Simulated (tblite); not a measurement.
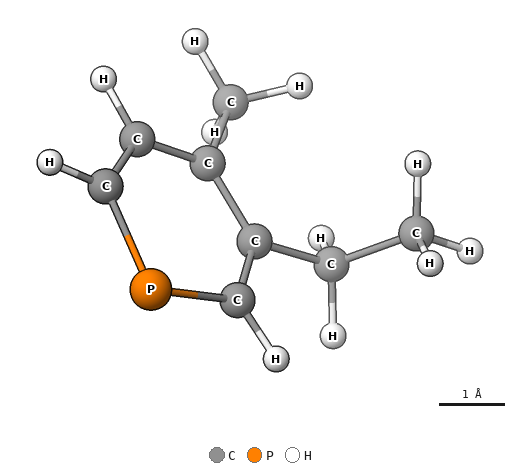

Figure 1. The input geometry (ball-and-stick view, seen at an oblique angle). Bond lengths as drawn: C–C 1.39 to 1.54 Å, C–H 1.08 to 1.12 Å and C–P 1.83 to 1.84 Å.

**Geometry relaxation, with input and output: C$_{8}$H$_{11}$P**

The run: geometry relaxation of C$_{8}$H$_{11}$P, SMILES CCc1cpccc1C. Method and program: GFN2-xTB geometry optimisation, gas phase (tblite 0.8.0).

### Output
```
step      E/eV     max force
  0    -686.17698    3.156
  1    -686.41060    1.509
  2    -686.49006    0.746
  3    -686.51757    0.452
  4    -686.54461    0.283
  5    -686.55118    0.246
  6    -686.55809    0.142
  7    -686.55956    0.088
  8    -686.56068    0.062
  9    -686.56122    0.054
 10    -686.56182    0.062
 11    -686.56246    0.064
 12    -686.56304    0.051
 13    -686.56337    0.034
 14    -686.56353    0.032
 15    -686.56368    0.033
 16    -686.56387    0.034
 17    -686.56411    0.039
 18    -686.56434    0.036
 19    -686.56454    0.038
 20    -686.56471    0.034
 21    -686.56487    0.027
 22    -686.56500    0.028
 23    -686.56513    0.028
 24    -686.56526    0.028
 25    -686.56537    0.022
 26    -686.56547    0.020
 27    -686.56553    0.017
 28    -686.56560    0.017
 29    -686.56566    0.019
 30    -686.56572    0.017
 31    -686.56578    0.016
 32    -686.56584    0.019
 33    -686.56591    0.021
 34    -686.56600    0.022
 35    -686.56607    0.017
 36    -686.56612    0.014
 37    -686.56616    0.014
 38    -686.56620    0.013
 39    -686.56625    0.018
 40    -686.56631    0.018
 41    -686.56636    0.014
 42    -686.56640    0.015
 43    -686.56645    0.017
 44    -686.56652    0.021
 45    -686.56658    0.017
 46    -686.56662    0.014
 47    -686.56666    0.016
 48    -686.56670    0.015
 49    -686.56674    0.016
 50    -686.56677    0.011
 51    -686.56679    0.011
 52    -686.56680    0.011
 53    -686.56682    0.009
```

### Trajectory as extended XYZ (Å, eV, eV/Å), 5 of the 54 frames kept, from step=0 to step=53
```
20
Properties=species:S:1:pos:R:3:forces:R:3 step=0 energy=-686.17698
C    -2.4226    0.1961   -0.5525   -0.8900  -0.0850  -0.1750
C    -1.4732    0.6404    0.5336    0.6710  -0.1810   1.0200
C    -0.1888   -0.2109    0.5586   -0.0770   0.0970  -0.1240
C    -0.2643   -1.3923    1.2851    1.8230  -1.0840  -0.0280
P     1.0986   -2.6123    1.4753   -0.1460   2.7240  -1.5870
C     2.3661   -1.7606    0.4678   -1.7390  -0.1560   0.8310
C     2.1577   -0.5438   -0.1839   -0.5310  -0.5550   0.6010
C     0.9626    0.2105   -0.1643    0.2240  -0.6710   0.2240
C     0.9631    1.5029   -0.9426   -0.1970   0.0470   0.1240
H    -1.9804    0.2820   -1.5393    0.1060  -0.0170  -0.0560
H    -3.3322    0.8227   -0.5376    0.3670  -0.2330  -0.0120
H    -2.7466   -0.8452   -0.4128    0.2160   0.3000   0.0040
H    -1.9711    0.5571    1.5286    0.2450  -0.1310  -0.5800
H    -1.2273    1.6986    0.4313    0.0530  -0.0510  -0.1920
H    -1.1829   -1.6561    1.8169    0.3560   0.1740  -0.2560
H     3.3362   -2.2456    0.4018   -0.2490   0.0880   0.0000
H     3.0051   -0.1493   -0.7437   -0.2420  -0.0030   0.0700
H     1.8596    1.6065   -1.5551   -0.0160  -0.1060   0.1670
H     0.1059    1.5535   -1.6230    0.1030   0.0610   0.2510
H     0.9290    2.3564   -0.2473   -0.0750  -0.2200  -0.2810
20
Properties=species:S:1:pos:R:3:forces:R:3 step=13 energy=-686.56337
C    -2.4135    0.1915   -0.5498   -0.0010  -0.0120  -0.0060
C    -1.4378    0.6261    0.5458   -0.0290   0.0120   0.0120
C    -0.1804   -0.2068    0.5421   -0.0220   0.0180   0.0120
C    -0.2059   -1.3906    1.2593    0.0100   0.0040  -0.0030
P     1.0782   -2.5374    1.4361   -0.0170  -0.0010  -0.0040
C     2.2918   -1.7434    0.4908   -0.0100  -0.0110   0.0060
C     2.1192   -0.5461   -0.1659   -0.0040  -0.0040  -0.0080
C     0.9509    0.2085   -0.1680   -0.0100   0.0040  -0.0040
C     0.9494    1.4985   -0.9368    0.0030   0.0030  -0.0100
H    -1.9603    0.2754   -1.5351    0.0180  -0.0010   0.0080
H    -3.3041    0.8169   -0.5256    0.0150  -0.0200  -0.0070
H    -2.7141   -0.8435   -0.4027    0.0150  -0.0080   0.0000
H    -1.9315    0.5130    1.5133   -0.0140   0.0110   0.0170
H    -1.2003    1.6816    0.4156    0.0170   0.0050   0.0150
H    -1.1241   -1.6367    1.7823    0.0060   0.0080  -0.0140
H     3.2540   -2.2344    0.4179    0.0030  -0.0080  -0.0010
H     2.9602   -0.1563   -0.7266    0.0280  -0.0040  -0.0120
H     1.8573    1.5815   -1.5297   -0.0030   0.0230  -0.0050
H     0.0954    1.5612   -1.6084    0.0040  -0.0030   0.0130
H     0.9106    2.3516   -0.2575   -0.0090  -0.0170  -0.0110
20
Properties=species:S:1:pos:R:3:forces:R:3 step=26 energy=-686.56547
C    -2.3953    0.1851   -0.5473    0.0050  -0.0040   0.0000
C    -1.4375    0.6367    0.5565    0.0070  -0.0050   0.0080
C    -0.1792   -0.1953    0.5503    0.0110   0.0050  -0.0020
C    -0.2105   -1.3840    1.2582   -0.0080   0.0110   0.0070
P     1.0636   -2.5419    1.4271    0.0020   0.0100  -0.0050
C     2.2810   -1.7484    0.4864    0.0040   0.0030  -0.0070
C     2.1144   -0.5498   -0.1712   -0.0030   0.0010  -0.0010
C     0.9500    0.2122   -0.1683    0.0090   0.0060  -0.0040
C     0.9442    1.5015   -0.9389    0.0040   0.0020  -0.0010
H    -1.9267    0.2714   -1.5248   -0.0050  -0.0010  -0.0100
H    -3.2972    0.7931   -0.5395    0.0020   0.0050  -0.0040
H    -2.6779   -0.8545   -0.3980    0.0040  -0.0100  -0.0070
H    -1.9353    0.5202    1.5216   -0.0110   0.0040   0.0090
H    -1.2043    1.6938    0.4296    0.0060  -0.0080  -0.0060
H    -1.1313   -1.6258    1.7769   -0.0100  -0.0080   0.0150
H     3.2417   -2.2434    0.4152   -0.0030  -0.0040  -0.0120
H     2.9587   -0.1677   -0.7345   -0.0170   0.0000   0.0040
H     1.8505    1.5968   -1.5322    0.0120  -0.0090   0.0110
H     0.0906    1.5578   -1.6113   -0.0050  -0.0050   0.0070
H     0.8952    2.3528   -0.2589   -0.0030   0.0050  -0.0020
20
Properties=species:S:1:pos:R:3:forces:R:3 step=40 energy=-686.56631
C    -2.3837    0.1784   -0.5517   -0.0030  -0.0010   0.0050
C    -1.4390    0.6399    0.5600   -0.0040   0.0020  -0.0070
C    -0.1789   -0.1883    0.5631   -0.0100  -0.0030   0.0070
C    -0.2102   -1.3761    1.2727    0.0010   0.0000   0.0060
P     1.0608   -2.5398    1.4280   -0.0010   0.0000   0.0030
C     2.2733   -1.7533    0.4751    0.0000   0.0010  -0.0020
C     2.1079   -0.5496   -0.1730    0.0030  -0.0020  -0.0080
C     0.9485    0.2187   -0.1586   -0.0090  -0.0120   0.0030
C     0.9437    1.5055   -0.9326    0.0020  -0.0040  -0.0010
H    -1.9093    0.2706   -1.5264   -0.0110  -0.0030   0.0080
H    -3.2926    0.7761   -0.5496    0.0050   0.0060  -0.0070
H    -2.6559   -0.8646   -0.4049    0.0070  -0.0030  -0.0070
H    -1.9467    0.5290    1.5212    0.0100  -0.0050  -0.0070
H    -1.2056    1.6960    0.4268   -0.0090   0.0040   0.0040
H    -1.1293   -1.6182    1.7957    0.0100   0.0100   0.0020
H     3.2281   -2.2566    0.3856   -0.0060  -0.0010   0.0020
H     2.9472   -0.1696   -0.7437    0.0130  -0.0010  -0.0050
H     1.8549    1.5980   -1.5182    0.0150   0.0090  -0.0010
H     0.0958    1.5532   -1.6127   -0.0090   0.0040  -0.0010
H     0.8857    2.3615   -0.2598   -0.0030   0.0000   0.0070
20
Properties=species:S:1:pos:R:3:forces:R:3 step=53 energy=-686.56682
C    -2.3786    0.1727   -0.5572   -0.0030   0.0000   0.0000
C    -1.4413    0.6400    0.5583    0.0020  -0.0010   0.0020
C    -0.1786   -0.1839    0.5671    0.0060   0.0000  -0.0040
C    -0.2060   -1.3652    1.2874    0.0020  -0.0010   0.0000
P     1.0605   -2.5344    1.4352    0.0020  -0.0010   0.0030
C     2.2661   -1.7598    0.4641   -0.0010   0.0000   0.0040
C     2.1040   -0.5542   -0.1812   -0.0020   0.0000   0.0000
C     0.9473    0.2186   -0.1596    0.0040   0.0060  -0.0060
C     0.9448    1.5094   -0.9272    0.0000   0.0020   0.0000
H    -1.9018    0.2686   -1.5302    0.0010   0.0010   0.0000
H    -3.2910    0.7647   -0.5592   -0.0020   0.0040  -0.0010
H    -2.6437   -0.8725   -0.4135    0.0020  -0.0020   0.0020
H    -1.9514    0.5256    1.5174   -0.0050  -0.0010   0.0000
H    -1.2148    1.6978    0.4268    0.0020   0.0000  -0.0030
H    -1.1197   -1.5983    1.8230   -0.0050  -0.0040   0.0010
H     3.2157   -2.2709    0.3658    0.0040   0.0010   0.0010
H     2.9436   -0.1771   -0.7541   -0.0060  -0.0040  -0.0060
H     1.8622    1.6114   -1.5025   -0.0050   0.0020   0.0070
H     0.1028    1.5578   -1.6153    0.0060   0.0020   0.0040
H     0.8749    2.3601   -0.2482    0.0000  -0.0040  -0.0050
```

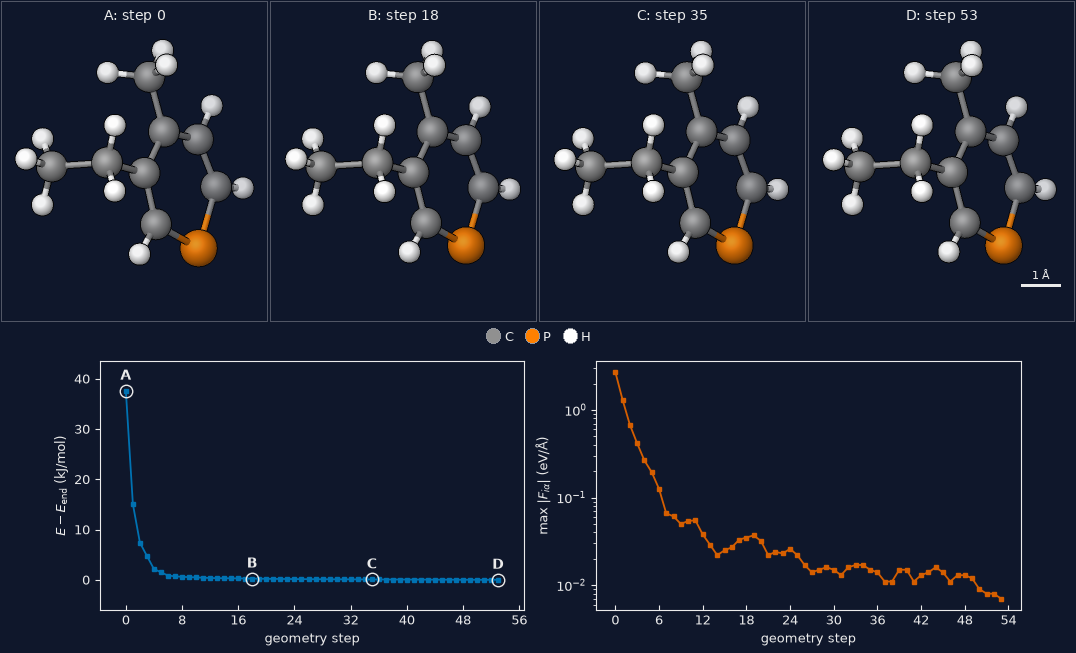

Figure 2. Frames of the relaxation (ball-and-stick view, seen at a tilt) above the curves, on which the letters mark them (steps are counted from 0).

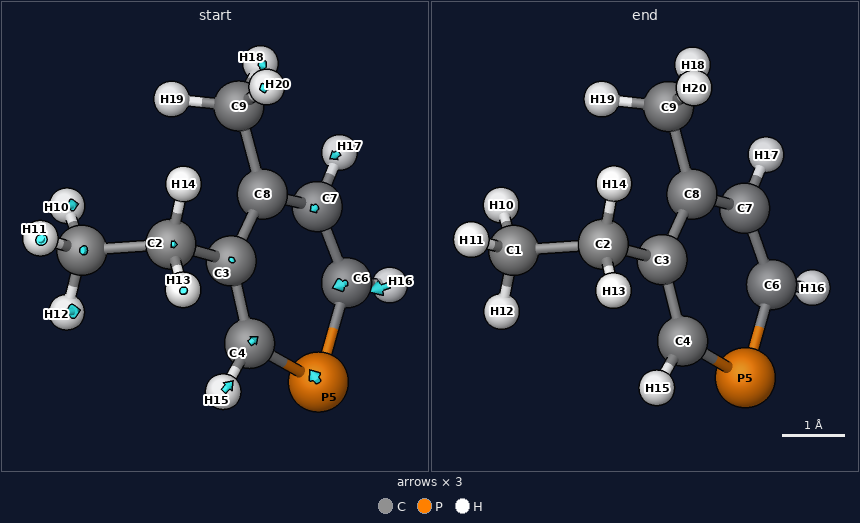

Figure 3. Before (left) and after (right) the relaxation, at one scale (ball-and-stick view, seen at a tilt). The teal arrows give the displacements, magnified 3 times. Over 53 geometry steps the energy falls by 37.6 kJ/mol. The largest force component goes from 2.7 to 0.007 eV/Å. The atom that moves furthest after the best rigid fit is H16 (0.13 Å). By element the largest moves are H 0.13 Å, C 0.10 Å, P 0.10 Å. Among the contacts that change: C4–P5 1.839 → 1.730 Å, P5–C6 1.829 → 1.731 Å, C2–C3 1.541 → 1.508 Å, C3–C8 1.423 → 1.399 Å. Among the angles that change: C3–C4–H15 120.3° → 117.2°, H13–C2–H14 104.9° → 107.7°, C3–C4–P5 125.3° → 127.4°. (Atoms are counted from 1 in the order of the input.)

This output came from the following input.

### The input
```
{"job": {"kind": "relax", "xc": "GFN2-xTB", "basis": "xTB"}, "charge": 0, "multiplicity": 1}
C     -2.422600     0.196100    -0.552500
C     -1.473200     0.640400     0.533600
C     -0.188800    -0.210900     0.558600
C     -0.264300    -1.392300     1.285100
P      1.098600    -2.612300     1.475300
C      2.366100    -1.760600     0.467800
C      2.157700    -0.543800    -0.183900
C      0.962600     0.210500    -0.164300
C      0.963100     1.502900    -0.942600
H     -1.980400     0.282000    -1.539300
H     -3.332200     0.822700    -0.537600
H     -2.746600    -0.845200    -0.412800
H     -1.971100     0.557100     1.528600
H     -1.227300     1.698600     0.431300
H     -1.182900    -1.656100     1.816900
H      3.336200    -2.245600     0.401800
H      3.005100    -0.149300    -0.743700
H      1.859600     1.606500    -1.555100
H      0.105900     1.553500    -1.623000
H      0.929000     2.356400    -0.247300
```

The first line tells a small driver script what to run in tblite; the rest is the geometry in Å.

Launched with:
```bash
OMP_NUM_THREADS=1 python <driver script> task.json out
```

### Key numbers

- outcome: converged
- total energy: −686.5668 eV
- hardware: 1 CPU thread, shared host
- peak memory: 0.18 GiB
